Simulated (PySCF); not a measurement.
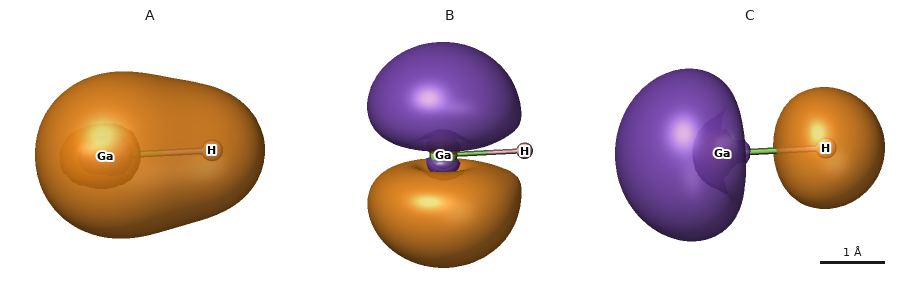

The picture shows: GaH (charge +1, doublet). Three frontier α-spin orbitals, each drawn at the value that holds 80 % of its norm (orange and purple are the two phases), in no order; of a degenerate pair one member is drawn.

The calculation used PySCF, PBE0/cc-pVDZ(-PP), non-relativistic Hamiltonian with scalar-relativistic core potentials where named, at a bond length of 1.696 Å.

### Label each orbital by symmetry, say whether it is occupied, and order them by energy.

Orbital A: σ, occupied in this spin, −19.42 eV; shared between the atoms (Ga 65 %, H 35 %).
Orbital C: σ, occupied in this spin, −14.65 eV; mainly on Ga (70 %).
Orbital B: π, empty in this spin, −8.40 eV; almost wholly on Ga.
